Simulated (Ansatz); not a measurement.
# C3H10OSi (trimethylsilanol) at PBE0/6-31G(d) (spherical functions)

What is the vertical singlet–triplet gap of C3H10OSi (trimethylsilanol) at PBE0/6-31G* (spherical functions)? 

The calculation is run with Ansatz 0.2.0.

78 further runs of the same task are left out: 1 that didn't finish, 77 set aside as unsound or not needed.

## (1) The system as given

The species is C3H10OSi (15 atoms), meant as a singlet with charge 0. SMILES: `C[Si](C)(C)O`. The coordinates come from a PBE0-D4/def2-TZVP relaxation. This is one conformer, not always the lowest.

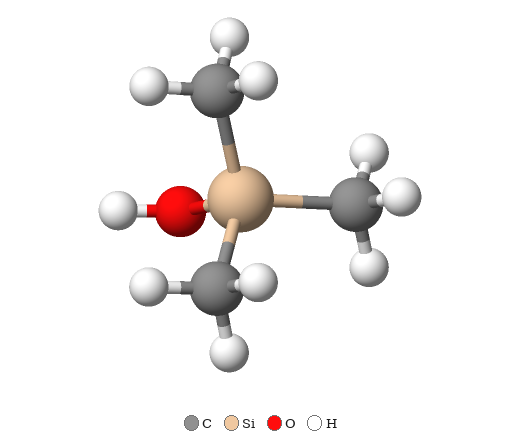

Viewed from a chosen angle; carbon grey, silicon light orange, oxygen red, hydrogen white.

## (2) The energy at PBE0/6-31G(d) (spherical functions)

Input file molecule.yaml:

```yaml
crystal:
  periodic: [false, false, false]
  atoms:
    - {symbol: C, position_ang: [-1.759880, 0.191150, 0.071540]}
    - {symbol: Si, position_ang: [0.089930, 0.200980, -0.204700]}
    - {symbol: C, position_ang: [0.959910, 0.370300, 1.442320]}
    - {symbol: C, position_ang: [0.639300, -1.339490, -1.093220]}
    - {symbol: O, position_ang: [0.516200, 1.448090, -1.213440]}
    - {symbol: H, position_ang: [-2.095970, 1.106050, 0.568270]}
    - {symbol: H, position_ang: [-2.057470, -0.651720, 0.702020]}
    - {symbol: H, position_ang: [-2.296730, 0.107790, -0.876880]}
    - {symbol: H, position_ang: [0.664600, 1.288070, 1.959260]}
    - {symbol: H, position_ang: [2.044780, 0.393380, 1.311290]}
    - {symbol: H, position_ang: [0.718200, -0.468650, 2.101280]}
    - {symbol: H, position_ang: [0.405110, -2.234400, -0.510590]}
    - {symbol: H, position_ang: [1.717690, -1.322690, -1.268870]}
    - {symbol: H, position_ang: [0.142180, -1.426990, -2.062380]}
    - {symbol: H, position_ang: [0.312140, 2.338130, -0.925910]}
basis:
  gaussian:
    orbitals: 6-31G_st_-spherical.json
magnetization:
  spin_polarized: false
  initial_magnetization: 0
hamiltonian:
  xc: pbe0
accuracy: high
output: {orbitals: {seedname: orbitals}}
```

The basis set 6-31G* is read from a file made from the Basis Set Exchange's data (not shown).

The run is started by

```
$ ansatz run molecule.yaml --threads 1 --pin off --max-ram 3480MiB --events-out events.jsonl --progress --plain --runs-dir runs
```

The program printed:

```text
Warning: RAYON_NUM_THREADS=1 ignored (pool sized by the plan → 1); use --threads N
Functional definition: PBE0
  name "PBE0"
  parameter a = 0.25
  parameter kappa = 0.804
  parameter beta = 0.06672455060314922
  exchange = (1 - a)*pbe_x(kappa = kappa, mu = beta*pi^2/3) + a*exact_x
  correlation = pbe_c(beta = beta)
2345 factors; integrals over basis functions are off by at most 3.8e-9 eV
mean field evaluation 1: about -13178.9661 eV, gradient 7.3e1 eV
mean field evaluation 2: about -13175.5718 eV, gradient 8.3e1 eV
mean field evaluation 4: about -13190.4037 eV, gradient 1.7e0 eV
mean field evaluation 8: about -13190.7429 eV, gradient 9.0e-2 eV
mean field evaluation 16: about -13190.7429 eV, gradient 3.7e-6 eV
mean field -13190.74292917 eV, -484.7508616402 hartree, gradient 4.0e-8 eV, S^2 0.000000; 0 other end points of the search recorded, 0 dependent functions left out
reference -13190.74293144 eV, -484.7508617236 hartree; 25, 25 occupied and 69, 69 virtual orbitals, 2345 factors
Total energy: -13190.74293144 eV, -484.7508617236 hartree
```

Run time: 15 s. Hardware: 1 thread of Arm Neoverse V2, shared host; peak memory 0.37 GiB.

## (3) The triplet

Input file job.yaml:

```yaml
crystal:
  periodic: [false, false, false]
  atoms:
    - {symbol: C, position_ang: [-1.759880, 0.191150, 0.071540]}
    - {symbol: Si, position_ang: [0.089930, 0.200980, -0.204700]}
    - {symbol: C, position_ang: [0.959910, 0.370300, 1.442320]}
    - {symbol: C, position_ang: [0.639300, -1.339490, -1.093220]}
    - {symbol: O, position_ang: [0.516200, 1.448090, -1.213440]}
    - {symbol: H, position_ang: [-2.095970, 1.106050, 0.568270]}
    - {symbol: H, position_ang: [-2.057470, -0.651720, 0.702020]}
    - {symbol: H, position_ang: [-2.296730, 0.107790, -0.876880]}
    - {symbol: H, position_ang: [0.664600, 1.288070, 1.959260]}
    - {symbol: H, position_ang: [2.044780, 0.393380, 1.311290]}
    - {symbol: H, position_ang: [0.718200, -0.468650, 2.101280]}
    - {symbol: H, position_ang: [0.405110, -2.234400, -0.510590]}
    - {symbol: H, position_ang: [1.717690, -1.322690, -1.268870]}
    - {symbol: H, position_ang: [0.142180, -1.426990, -2.062380]}
    - {symbol: H, position_ang: [0.312140, 2.338130, -0.925910]}
basis:
  gaussian:
    orbitals: 6-31G_st_-spherical.json
magnetization:
  spin_polarized: true
  initial_magnetization: 2
accuracy: high
output:
  orbitals: {seedname: orbitals}
hamiltonian:
  xc: pbe0
```

The basis set 6-31G* is read from a file made from the Basis Set Exchange's data (not shown).

The run is started by

```
$ ansatz run job.yaml --threads 1 --pin off --max-ram 3480MiB --events-out events.jsonl --progress --plain --runs-dir runs
```

The program printed:

```text
Warning: RAYON_NUM_THREADS=1 ignored (pool sized by the plan → 1); use --threads N
Functional definition: PBE0
  name "PBE0"
  parameter a = 0.25
  parameter kappa = 0.804
  parameter beta = 0.06672455060314922
  exchange = (1 - a)*pbe_x(kappa = kappa, mu = beta*pi^2/3) + a*exact_x
  correlation = pbe_c(beta = beta)
2344 factors; integrals over basis functions are off by at most 3.8e-9 eV
mean field evaluation 1: about -13173.3863 eV, gradient 4.6e1 eV
mean field evaluation 2: about -13165.6499 eV, gradient 6.4e1 eV
mean field evaluation 4: about -13182.9547 eV, gradient 6.1e0 eV
mean field evaluation 8: about -13183.1635 eV, gradient 6.8e-1 eV
mean field evaluation 16: about -13183.1921 eV, gradient 2.3e-3 eV
mean field evaluation 32: about -13183.1921 eV, gradient 4.3e-7 eV
mean field -13183.19209339 eV, -484.4733735436 hartree, gradient 6.2e-8 eV, S^2 2.007097; 4 other end points of the search recorded, 0 dependent functions left out
reference -13183.19209605 eV, -484.4733736413 hartree; 26, 24 occupied and 68, 70 virtual orbitals, 2344 factors
Total energy: -13183.19209605 eV, -484.4733736413 hartree
```

Run time: 32 s. Hardware: 1 thread of Arm Neoverse V2, shared host; peak memory 0.54 GiB.

## (4) Outcome

At PBE0/6-31G* (spherical functions):

| quantity | value |
| --- | --- |
| singlet: total energy | -484.75086 Eh |
| singlet: HOMO energy | -7.71 eV |
| singlet: LUMO energy | 1.88 eV |
| singlet: HOMO–LUMO gap | 9.58 eV |
| triplet: total energy | -484.47337 Eh |
| triplet: HOMO energy (highest over α and β) | -0.65 eV |
| triplet: ⟨S²⟩ | 2.007 |
| vertical energy of the triplet above the singlet | 7.551 eV |

In words: At this shape the triplet lies 7.55 eV (174 kcal/mol) above the singlet.
